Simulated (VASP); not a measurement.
# A VASP study of BaFeO3 (PBEsol + U): structure first, properties next, part 6 of 9

Wanted: the relaxed cell of BaFeO3 and its properties. Left out of this account: 1 further run (relaxation: a spoilt try). The start is a cell from a database of measured crystal structures.

VASP 6.6.1, plane waves and PAW; the level of theory is named at each step.

Still holding for the runs below: The magnetic order is the lowest of the few collinear ones that converged above; longer or canted patterns were not tried.

So far. Step 6 (The orders side by side): The session goes on in the lowest magnetic state found: ferromagnetic. The next one lies 11.0 meV an atom higher. Step 7 (Relaxing cell and atoms (PBEsol + U)): It ends with forces that vanish by symmetry and a pressure of 0.00 GPa. The relaxed cell has a = 3.936 Å (conventional setting).

The database entry behind the starting cell differs from later determinations by our own check (an axis about 1.3 % long against later determinations), so it need not match the best structure at ambient conditions.

## (8) Second relaxation

Level of this step: PBEsol, DFT+U (Fe d 3 eV), spin-polarised from a ferromagnetic start; plane waves and PAW (Ba_sv, Fe, O) (VASP).

The basis stayed that of the start cell while the cell moved. A rerun from the cell reached resets it; the error of the finite cutoff stays.

INCAR reads:

```
SYSTEM = BaFeO3
PREC = Accurate
ENCUT = 520
EDIFF = 1E-06
NELM = 100
ISMEAR = 0
SIGMA = 0.05
LREAL = .FALSE.
ALGO = Normal
GGA = PS
NBANDS = 29
ISPIN = 2
MAGMOM = 0.01 3.69 0.1 0.1 0.1
LDAU = .TRUE.
LDAUTYPE = 2
LDAUL = -1 2 -1
LDAUU = 0 3 0
LDAUJ = 0 0 0
LDAUPRINT = 1
LASPH = .TRUE.
LMAXMIX = 4
LORBIT = 11
LWAVE = .FALSE.
LCHARG = .FALSE.
KPAR = 8
IBRION = 2
NSW = 60
ISIF = 3
EDIFFG = -0.01
```

POSCAR reads:

```
BaFeO3
1.0
    3.9356229356      0.0000000000      0.0000000000
    0.0000000000      3.9356229356      0.0000000000
    0.0000000000      0.0000000000      3.9356229356
Ba Fe O
1 1 3
Direct
    0.0000000000      0.0000000000      0.0000000000
    0.5000000000      0.5000000000      0.5000000000
    0.5000000000      0.5000000000      0.0000000000
    0.0000000000      0.5000000000      0.5000000000
    0.5000000000      0.0000000000      0.5000000000
```

KPOINTS reads:

```
Automatic mesh
0
Gamma
7 7 7
0 0 0
```

The projector-augmented-wave data sets are Ba_sv, Fe and O (PBE family, release 64).

Run with:

```
> mpirun -np 8 vasp_std
```

The log of the run:

```text
[... set-up lines as in an earlier step ...]
 entering main loop
       N       E                     dE             d eps       ncg     rms          rms(c)
DAV:   1     0.306696376575E+03    0.30670E+03   -0.17532E+04  2320   0.132E+03
DAV:   2    -0.159702958822E+02   -0.32267E+03   -0.29321E+03  2522   0.330E+02
DAV:   3    -0.456197954391E+02   -0.29649E+02   -0.28861E+02  2796   0.112E+02
DAV:   4    -0.464337949042E+02   -0.81400E+00   -0.81023E+00  3132   0.179E+01
DAV:   5    -0.464504249312E+02   -0.16630E-01   -0.16624E-01  2831   0.219E+00    0.288E+01
DAV:   6    -0.439511563108E+02    0.24993E+01   -0.53917E+01  3024   0.951E+01    0.633E+01
DAV:   7    -0.352954805584E+02    0.86557E+01   -0.42182E+01  2573   0.127E+02    0.152E+01
DAV:   8    -0.346829124613E+02    0.61257E+00   -0.35374E+00  3203   0.289E+01    0.710E+00
DAV:   9    -0.345155716073E+02    0.16734E+00   -0.95323E-01  3341   0.179E+01    0.344E+00
DAV:  10    -0.345193739545E+02   -0.38023E-02   -0.15498E-01  2615   0.289E+00    0.214E+00
DAV:  11    -0.345042999389E+02    0.15074E-01   -0.21716E-02  2698   0.296E+00    0.866E-01
DAV:  12    -0.345047293787E+02   -0.42944E-03   -0.91174E-03  3058   0.125E+00    0.413E-01
DAV:  13    -0.345055953268E+02   -0.86595E-03   -0.26053E-03  2965   0.796E-01    0.306E-01
DAV:  14    -0.345052023862E+02    0.39294E-03   -0.84549E-04  3091   0.515E-01    0.101E-01
DAV:  15    -0.345052259057E+02   -0.23520E-04   -0.12287E-04  3509   0.103E-01    0.396E-02
DAV:  16    -0.345052279466E+02   -0.20408E-05   -0.10273E-05  3112   0.315E-02    0.212E-02
DAV:  17    -0.345052276629E+02    0.28360E-06   -0.83792E-06  2556   0.525E-02
   1 F= -.34505228E+02 E0= -.34504457E+02  d E =-.345052E+02  mag=     4.0002
 curvature:   0.00 expect dE= 0.000E+00 dE for cont linesearch  0.000E+00
 trial: gam= 0.00000 g(F)=  0.000E+00 g(S)=  0.559E-05 ort = 0.000E+00 (trialstep = 0.100E+01)
 search vector abs. value=  0.559E-05
 reached required accuracy - stopping structural energy minimisation
```

The job ended after 9 s (8 MPI ranks of Intel Xeon 6975P-C (Granite Rapids), shared host; peak memory 1.9 GiB; 68 s of CPU time).

From OUTCAR (step 8):

```text
   ENCUT  =  520.0 eV  38.22 Ry    6.18 a.u.   7.32  7.32  7.32*2*pi/ulx,y,z

   NELECT =      36.0000    total number of electrons

atom =   2  type =  2  l = 2

 onsite density matrix

spin component  1

  0.9815 -0.0000 -0.0000 -0.0000  0.0000
 -0.0000  0.9815 -0.0000 -0.0000 -0.0000
 -0.0000 -0.0000  0.8911 -0.0000 -0.0000
 -0.0000 -0.0000 -0.0000  0.9815  0.0000
  0.0000 -0.0000 -0.0000  0.0000  0.8911

spin component  2

  0.1813  0.0000  0.0000  0.0000 -0.0000
  0.0000  0.1813  0.0000  0.0000  0.0000
  0.0000  0.0000  0.3177  0.0000  0.0000
  0.0000  0.0000  0.0000  0.1813 -0.0000
 -0.0000  0.0000  0.0000 -0.0000  0.3177

 occupancies and eigenvectors

  o =  0.1813  v =  0.0000  0.0000  0.0000  0.0000  0.0000  0.0000  1.0000 -0.0000  0.0013 -0.0000      0.0000  0.0000  0.0000  0.0000  0.0000  0.0000  0.0000  0.0000  0.0000  0.0000
  o =  0.1813  v =  0.0000  0.0000  0.0000  0.0000  0.0000  0.0000  0.0013  0.0000 -1.0000 -0.0000      0.0000  0.0000  0.0000  0.0000  0.0000  0.0000  0.0000  0.0000  0.0000  0.0000
  o =  0.1813  v =  0.0000  0.0000  0.0000  0.0000  0.0000  1.0000  0.0000  0.0000  0.0000  0.0000      0.0000  0.0000  0.0000  0.0000  0.0000  0.0000  0.0000  0.0000  0.0000  0.0000
  o =  0.3177  v =  0.0000  0.0000  0.0000  0.0000  0.0000  0.0000 -0.0000  0.0481  0.0000 -0.9988      0.0000  0.0000  0.0000  0.0000  0.0000  0.0000  0.0000  0.0000  0.0000  0.0000
  o =  0.3177  v =  0.0000  0.0000  0.0000  0.0000  0.0000  0.0000  0.0000 -0.9988  0.0000 -0.0481      0.0000  0.0000  0.0000  0.0000  0.0000  0.0000  0.0000  0.0000  0.0000  0.0000
  o =  0.8911  v =  0.0000 -0.0000  0.9997  0.0000  0.0264  0.0000  0.0000  0.0000  0.0000  0.0000      0.0000  0.0000  0.0000  0.0000  0.0000  0.0000  0.0000  0.0000  0.0000  0.0000
  o =  0.8911  v =  0.0000  0.0000 -0.0264  0.0000  0.9997  0.0000  0.0000  0.0000  0.0000  0.0000      0.0000  0.0000  0.0000  0.0000  0.0000  0.0000  0.0000  0.0000  0.0000  0.0000
  o =  0.9815  v =  0.0000  0.1040  0.0000 -0.9946  0.0000  0.0000  0.0000  0.0000  0.0000  0.0000      0.0000  0.0000  0.0000  0.0000  0.0000  0.0000  0.0000  0.0000  0.0000  0.0000
  o =  0.9815  v =  1.0000  0.0000  0.0000  0.0000  0.0000  0.0000  0.0000  0.0000  0.0000  0.0000      0.0000  0.0000  0.0000  0.0000  0.0000  0.0000  0.0000  0.0000  0.0000  0.0000
  o =  0.9815  v =  0.0000  0.9946  0.0000  0.1040 -0.0000  0.0000  0.0000  0.0000  0.0000  0.0000      0.0000  0.0000  0.0000  0.0000  0.0000  0.0000  0.0000  0.0000  0.0000  0.0000

 E-fermi :   3.0038

 spin component 1
 k-point     1 :       0.0000    0.0000    0.0000
  band No.  band energies     occupation
    ...
     17       1.5384      1.00000
     18       1.5384      1.00000
     19       2.5455      1.00000
     20       2.5455      1.00000
     21       2.5455      1.00000
     22       7.9729      0.00000
     23       7.9729      0.00000
     24       9.8433      0.00000
     25      11.0531      0.00000
     26      11.0531      0.00000
    ...

 k-point     2 :       0.1429    0.0000    0.0000
  band No.  band energies     occupation
    ...
     17       1.5305      1.00000
     18       1.5305      1.00000
     19       2.3808      1.00000
     20       2.4780      1.00000
     21       2.4780      1.00000
     22       8.3654      0.00000
     23       8.4032      0.00000
     24      10.3302      0.00000
     25      11.1176      0.00000
     26      11.3996      0.00000
    ...

  Total        0.0138919      0.0138919      0.0138919     -0.0000000      0.0000000     -0.0000000
  in kB        0.3651175      0.3651175      0.3651175     -0.0000000      0.0000000     -0.0000000
  external PRESSURE =       0.3651175 kB  Pullay stress =       0.0000000 kB

 POSITION                                       TOTAL-FORCE (eV/Angst)
 -----------------------------------------------------------------------------------
      0.00000      0.00000      0.00000         0.000000      0.000000      0.000000
      1.96781      1.96781      1.96781         0.000000      0.000000      0.000000
      1.96781      1.96781      0.00000         0.000000      0.000000      0.000000
      0.00000      1.96781      1.96781         0.000000      0.000000      0.000000
      1.96781      0.00000      1.96781         0.000000      0.000000      0.000000
 -----------------------------------------------------------------------------------
    total drift:                                0.000000      0.000000     -0.000000

  FREE ENERGIE OF THE ION-ELECTRON SYSTEM (eV)
  ---------------------------------------------------
  free  energy   TOTEN  =       -34.5052276629 eV

  energy  without entropy=      -34.5036871534  energy(sigma->0) =      -34.50445741

 magnetization (x)
# of ion       s       p       d       tot
------------------------------------------
    1        0.001   0.007   0.007   0.016
    2        0.026   0.025   3.547   3.598
    3        0.010   0.081   0.000   0.091
    4        0.010   0.081   0.000   0.091
    5        0.010   0.081   0.000   0.091
--------------------------------------------------
tot          0.058   0.276   3.554   3.887

[... 5 parts as in an earlier step ...]

[... 17 further parts left out ...]
```

CONTCAR:

```
BaFeO3
   1.00000000000000
     3.9356229356000001    0.0000000000000000    0.0000000000000000
     0.0000000000000000    3.9356229356000001    0.0000000000000000
     0.0000000000000000    0.0000000000000000    3.9356229356000001
  Ba              Fe              O
     1     1     3
Direct
     0.0000000000000000    0.0000000000000000    0.0000000000000000
     0.5000000000000000    0.5000000000000000    0.5000000000000000
     0.5000000000000000    0.5000000000000000    0.0000000000000000
     0.0000000000000000    0.5000000000000000    0.5000000000000000
     0.5000000000000000    0.0000000000000000    0.5000000000000000
```

Little changed from the start: no atom moved by 0.005 Å and no cell edge by 0.1 %.

This step gave:

| Property | Result |
| --- | --- |
| energy at zero smearing | -34.50 eV |
| pressure | 0.03651 GPa |
| moment of the cell, from the last line of the log | 4.000 μB |
| SCF cycles over all ionic steps | 17 |

It ends with forces that vanish by symmetry and a pressure of 0.04 GPa. The volume moved by under 0.01 %: the run met its threshold at the first step.

## (9) Single point with fields (PBEsol + U)

A single point on the relaxed cell gives a clean self-consistent state, with density, ELF and potential written out.

INCAR, as its differences from that of step 8:

```diff
@@ -23,7 +23,5 @@
 LWAVE = .FALSE.
-LCHARG = .FALSE.
-KPAR = 8
-IBRION = 2
-NSW = 60
-ISIF = 3
-EDIFFG = -0.01
+LCHARG = .TRUE.
+ISIF = 2
+LELF = .TRUE.
+LVHAR = .TRUE.
```

POSCAR is that of step 8.

KPOINTS is that of step 8.

Run with:

```
> mpirun -np 8 vasp_std
```

The log of the run:

```text
[banner, memory and clock lines left out]
running    8 mpi-ranks, on    1 nodes
 distrk:  each k-point on    8 cores,    1 groups
 distr:  one band on    1 cores,    8 groups

 POSCAR found type information on POSCAR BaFeO
 POSCAR found :  3 types and       5 ions
 [... a notice as in an earlier step ...]

 [... a notice as in an earlier step ...]

 LDA part: xc-table for (Slater+PW92), standard interpolation
|                                                                             |
|           W    W    AA    RRRRR   N    N  II  N    N   GGGG   !!!           |
|           W    W   A  A   R    R  NN   N  II  NN   N  G    G  !!!           |
|           W    W  A    A  R    R  N N  N  II  N N  N  G       !!!           |
|           W WW W  AAAAAA  RRRRR   N  N N  II  N  N N  G  GGG   !            |
|           WW  WW  A    A  R   R   N   NN  II  N   NN  G    G                |
|           W    W  A    A  R    R  N    N  II  N    N   GGGG   !!!           |
|                                                                             |
|     The number of bands has been changed from the values supplied in        |
|     The orbitals not found in the WAVECAR file will be initialized with     |
|     random numbers, which is usually adequate. For correlated               |
|     calculations, however, you should redo the groundstate calculation.     |
|     I found NBANDS = 29. Now, NBANDS = 32.                                  |
|                                                                             |

 POSCAR, INCAR and KPOINTS ok, starting setup
 FFT: planning ... GRIDC
 FFT: planning ... GRID_SOFT
 FFT: planning ... GRID
 WAVECAR not read
 entering main loop
       N       E                     dE             d eps       ncg     rms          rms(c)
DAV:   1     0.292866346581E+03    0.29287E+03   -0.17366E+04  2560   0.120E+03
DAV:   2    -0.188962810565E+02   -0.31176E+03   -0.28160E+03  2800   0.308E+02
DAV:   3    -0.457749866588E+02   -0.26879E+02   -0.26288E+02  3136   0.999E+01
DAV:   4    -0.464360494427E+02   -0.66106E+00   -0.65933E+00  3224   0.152E+01
DAV:   5    -0.464505606988E+02   -0.14511E-01   -0.14509E-01  3240   0.199E+00    0.288E+01
DAV:   6    -0.440593088835E+02    0.23913E+01   -0.42904E+01  3368   0.862E+01    0.639E+01
DAV:   7    -0.353479564702E+02    0.87114E+01   -0.39129E+01  2888   0.116E+02    0.151E+01
DAV:   8    -0.346620374227E+02    0.68592E+00   -0.29730E+00  3480   0.263E+01    0.704E+00
DAV:   9    -0.345156384000E+02    0.14640E+00   -0.81257E-01  3760   0.154E+01    0.340E+00
DAV:  10    -0.345197603713E+02   -0.41220E-02   -0.14117E-01  2904   0.257E+00    0.210E+00
DAV:  11    -0.345037480341E+02    0.16012E-01   -0.25507E-02  3008   0.310E+00    0.746E-01
DAV:  12    -0.345047574666E+02   -0.10094E-02   -0.72316E-03  3312   0.945E-01    0.440E-01
DAV:  13    -0.345056403979E+02   -0.88293E-03   -0.14486E-03  3344   0.570E-01    0.321E-01
DAV:  14    -0.345052141710E+02    0.42623E-03   -0.72490E-04  3360   0.485E-01    0.103E-01
DAV:  15    -0.345052270804E+02   -0.12909E-04   -0.99199E-05  3952   0.880E-02    0.457E-02
DAV:  16    -0.345052277133E+02   -0.63292E-06   -0.94631E-06  3064   0.364E-02
   1 F= -.34505228E+02 E0= -.34504463E+02  d E =-.152897E-02  mag=     3.9994
```

It took 8.6 s on 8 MPI ranks; peak memory 1 GiB; 64 s of CPU time.

From OUTCAR (step 9):

```text
   k-points           NKPTS =     20   k-points in BZ     NKDIM =     20   number of bands    NBANDS=     32

   NELECT =      36.0000    total number of electrons

atom =   2  type =  2  l = 2

 onsite density matrix

spin component  1

  0.9815 -0.0000 -0.0000  0.0000 -0.0000
 -0.0000  0.9815  0.0000 -0.0000  0.0000
 -0.0000  0.0000  0.8908  0.0000 -0.0000
  0.0000 -0.0000  0.0000  0.9815  0.0000
 -0.0000  0.0000 -0.0000  0.0000  0.8908

spin component  2

  0.1815  0.0000 -0.0000 -0.0000  0.0000
  0.0000  0.1815  0.0000 -0.0000 -0.0000
 -0.0000  0.0000  0.3176 -0.0000  0.0000
 -0.0000 -0.0000 -0.0000  0.1815  0.0000
  0.0000 -0.0000  0.0000  0.0000  0.3176

 occupancies and eigenvectors

  o =  0.1815  v =  0.0000  0.0000  0.0000  0.0000  0.0000  1.0000  0.0000  0.0000  0.0000  0.0000      0.0000  0.0000  0.0000  0.0000  0.0000  0.0000  0.0000  0.0000  0.0000  0.0000
  o =  0.1815  v =  0.0000  0.0000  0.0000  0.0000  0.0000  0.0000  0.0072  0.0000 -1.0000 -0.0000      0.0000  0.0000  0.0000  0.0000  0.0000  0.0000  0.0000  0.0000  0.0000  0.0000
  o =  0.1815  v =  0.0000  0.0000  0.0000  0.0000  0.0000  0.0000 -1.0000 -0.0000 -0.0072 -0.0000      0.0000  0.0000  0.0000  0.0000  0.0000  0.0000  0.0000  0.0000  0.0000  0.0000
  o =  0.3176  v =  0.0000  0.0000  0.0000  0.0000  0.0000  0.0000 -0.0000  0.9981  0.0000 -0.0617      0.0000  0.0000  0.0000  0.0000  0.0000  0.0000  0.0000  0.0000  0.0000  0.0000
  o =  0.3176  v =  0.0000  0.0000  0.0000  0.0000  0.0000  0.0000 -0.0000  0.0617 -0.0000  0.9981      0.0000  0.0000  0.0000  0.0000  0.0000  0.0000  0.0000  0.0000  0.0000  0.0000
  o =  0.8908  v =  0.0000  0.0000 -0.0852  0.0000 -0.9964  0.0000  0.0000  0.0000  0.0000  0.0000      0.0000  0.0000  0.0000  0.0000  0.0000  0.0000  0.0000  0.0000  0.0000  0.0000
  o =  0.8908  v =  0.0000 -0.0000 -0.9964 -0.0000  0.0852  0.0000  0.0000  0.0000  0.0000  0.0000      0.0000  0.0000  0.0000  0.0000  0.0000  0.0000  0.0000  0.0000  0.0000  0.0000
  o =  0.9815  v =  0.0000  0.9997 -0.0000 -0.0264  0.0000  0.0000  0.0000  0.0000  0.0000  0.0000      0.0000  0.0000  0.0000  0.0000  0.0000  0.0000  0.0000  0.0000  0.0000  0.0000
  o =  0.9815  v =  1.0000  0.0000  0.0000  0.0000  0.0000  0.0000  0.0000  0.0000  0.0000  0.0000      0.0000  0.0000  0.0000  0.0000  0.0000  0.0000  0.0000  0.0000  0.0000  0.0000
  o =  0.9815  v =  0.0000  0.0264 -0.0000  0.9997  0.0000  0.0000  0.0000  0.0000  0.0000  0.0000      0.0000  0.0000  0.0000  0.0000  0.0000  0.0000  0.0000  0.0000  0.0000  0.0000

 E-fermi :   3.0052

 spin component 1
 k-point     1 :       0.0000    0.0000    0.0000
  band No.  band energies     occupation
    ...
     17       1.5383      1.00000
     18       1.5383      1.00000
     19       2.5455      1.00000
     20       2.5455      1.00000
     21       2.5455      1.00000
     22       7.9724      0.00000
     23       7.9724      0.00000
     24       9.8433      0.00000
     25      11.0530      0.00000
     26      11.0530      0.00000
    ...

 k-point     2 :       0.1429    0.0000    0.0000
  band No.  band energies     occupation
    ...
     17       1.5304      1.00000
     18       1.5304      1.00000
     19       2.3810      1.00000
     20       2.4780      1.00000
     21       2.4780      1.00000
     22       8.3649      0.00000
     23       8.4028      0.00000
     24      10.3302      0.00000
     25      11.1174      0.00000
     26      11.3994      0.00000
    ...

  Total       -0.0522208     -0.0522208     -0.0522208     -0.0000000     -0.0000000      0.0000000
  in kB       -1.3725049     -1.3725049     -1.3725049     -0.0000000     -0.0000000      0.0000000
  external PRESSURE =      -1.3725049 kB  Pullay stress =       0.0000000 kB

  FREE ENERGIE OF THE ION-ELECTRON SYSTEM (eV)
  ---------------------------------------------------
  free  energy   TOTEN  =       -34.5052277133 eV

  energy  without entropy=      -34.5036987435  energy(sigma->0) =      -34.50446323

[... 9 parts as in an earlier step ...]

[... 14 further parts left out ...]
```

With spin, VASP writes an ELF for each channel.

This step gave:

| Property | Result |
| --- | --- |
| SCF cycles | 16 |
| bands | 32 |
| Fermi energy | 3.005 eV |
| pressure | -0.1373 GPa |
| moment of the cell, from the last line of the log | 3.999 μB |

Valence electrons inside each PAW sphere by angular momentum. Sphere charges, by row:

```
atom  s (e)  p (e)  d (e)  tot (e)
 Ba1  2.006  5.639   0.36    8.006
 Fe2  0.409  0.626  5.878    6.913
  O3  1.564  3.395      0    4.959
  O4  1.564  3.395      0    4.959
  O5  1.564  3.395      0    4.959
```

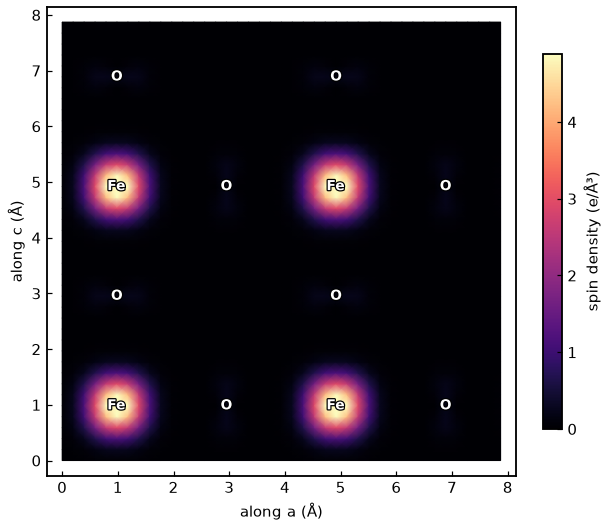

Spin density in the ac plane at fractional y = 0.500, with atoms of Fe and O within 0.2 Å of it. The map starts off the cell's origin, so that atoms lie inside it.

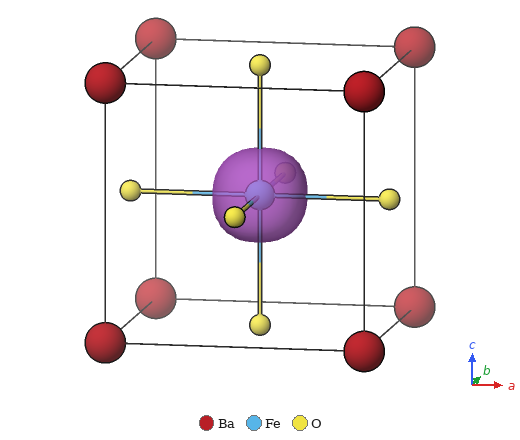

Surface of spin density = 0.56 e/Å³, which holds about 70 % of the integral of its size.

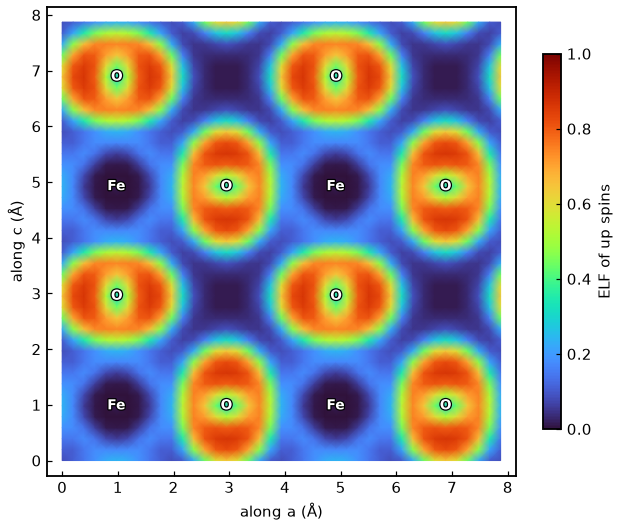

ELF of up spins in the ac plane at fractional y = 0.500, with atoms of Fe and O within 0.2 Å of it. It is the smooth field of the valence electrons, not physical close to the nuclei. The map starts off the cell's origin, so that atoms lie inside it.

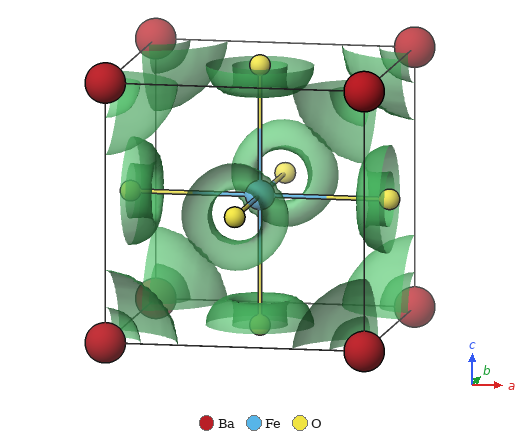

Surface of ELF of up spins = 0.81.

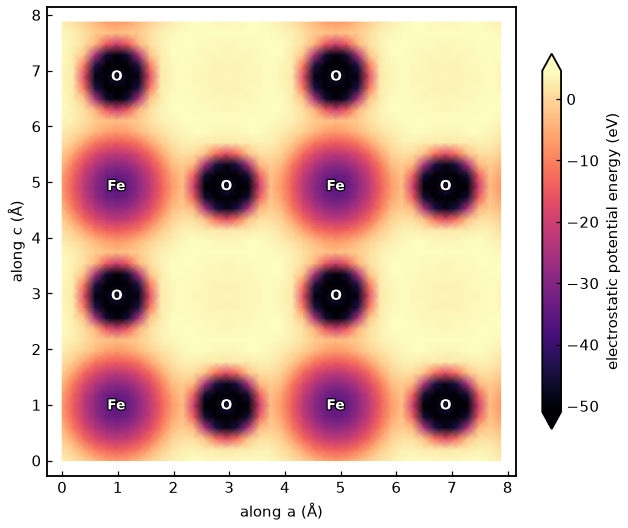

Electrostatic potential energy in the ac plane at fractional y = 0.500, with atoms of Fe and O within 0.2 Å of it. With pseudopotentials it is smooth inside the atoms' cores, unlike the true potential. The map starts off the cell's origin, so that atoms lie inside it.

In this run the pressure is -0.14 GPa, small enough to go on.

(Continued in part 7 of 9.)

[Lines on the potential files, build, host, timing and source positions are cut from VASP's logs without a mark.]

[Logs are printed without paths, hosts, clocks, repeated set-up lines and the standing remarks that a program may print on its own settings, such as how far it seeks lower states.]

[Hosts, paths, dates, database ids (printed as entryN), source tags and the programs' standing remarks are cut or masked in the printed files.]

[A measured line is paired with the nearest computed mode of its activity, which favours agreement.]
